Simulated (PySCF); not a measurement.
C₆H₇N₃O (SMILES O=Cc1cn(C2CC2)nn1)

```xyz
17

O     4.1343    0.0632   -0.9850
C     3.5012   -0.6086   -0.2094
C     2.0738   -0.4844    0.0243
C     1.1462    0.3875   -0.5386
N    -0.0192    0.0522    0.0365
C    -1.3016    0.6199   -0.1756
C    -2.2260    0.7447    1.0021
C    -2.4999   -0.2770   -0.0543
N     0.1724   -0.9559    0.8958
N     1.4002   -1.2773    0.8952
H     3.9685   -1.3995    0.4045
H     1.2565    1.1674   -1.2613
H    -1.2843    1.3965   -0.9292
H    -2.8523    1.6209    1.0608
H    -1.8524    0.3928    1.9509
H    -2.3049   -1.3090    0.1914
H    -3.3195   -0.1213   -0.7380
```

Geometry: GFN2-xTB.

The calculation used PySCF, PBE0/pcSseg-1, SCF density, gas phase, non-relativistic.

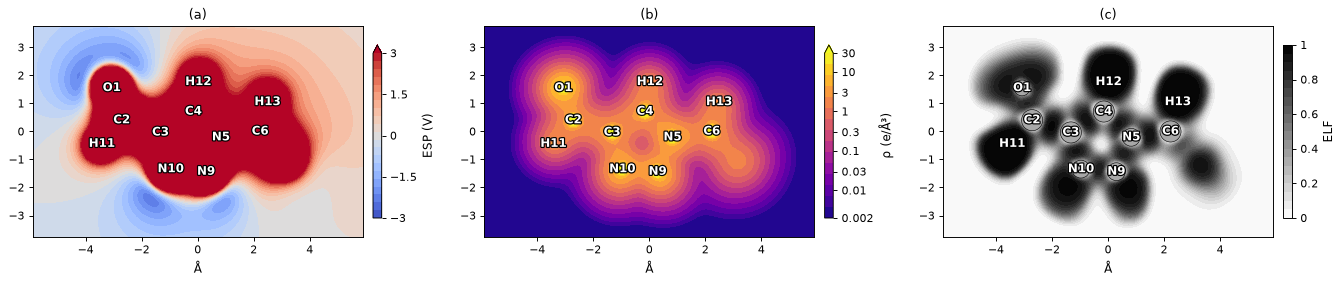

Figure 1. (a) electrostatic potential; (b) total electron density; (c) electron localisation function on the plane of atoms C2, C3 and N10. Grey discs cover the atomic cores in the ELF map.

> What does the map show?

The plane passes through O, C, N and H nuclei.
C–O (1.21 Å): the density is about 3.3 e/Å³ at the midpoint; the ELF peaks at about 0.85 between the atoms; a multiple bond.
N–N (1.27 Å): ρ is about 3 e/Å³ halfway; the ELF peaks at about 0.90 between the atoms; localised, covalent bonding.
C–N (1.34 Å): ρ is about 2.4 e/Å³ halfway; the ELF peaks at about 0.90 between the atoms: a covalent bond.
C–C (1.39 Å): ρ is about 2.1 e/Å³ halfway; the ELF peaks at about 0.95 between the atoms: localised, covalent bonding.
C–H (1.07 Å): the density is about 2.1 e/Å³ at the midpoint; the ELF climbs to about 1 towards the hydrogen, as it does in any bond to H; a covalent bond by its length.
The ELF also peaks beside N9, N10 and O1, away from the bonds: lone-pair regions.
Outside the dense part of the molecule the potential is most negative (−2.4 V) near N10.

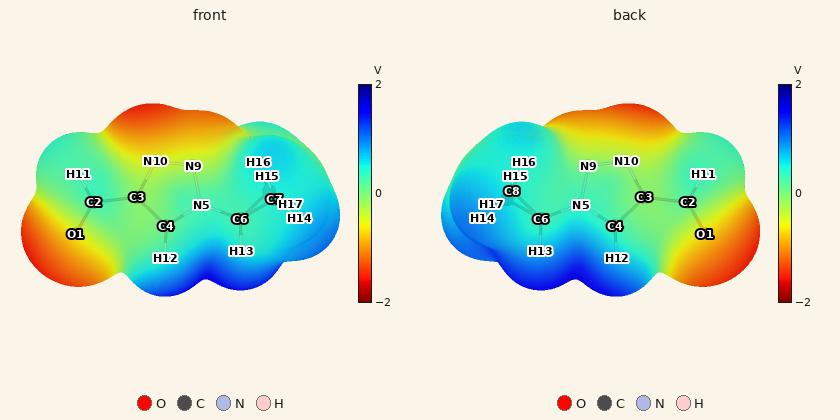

Figure 2. The molecular electrostatic potential painted on the density surface at 0.001 e/bohr³, seen from the front and from behind; red is negative and blue positive.

> Which sites attract a positive test charge, and which a negative one?

A positive charge is drawn to the negative regions and a negative charge to the positive ones. The most negative region (about −1.6 V) lies over O1 and N10, the most positive (about +1.6 V) over H12 and H13.
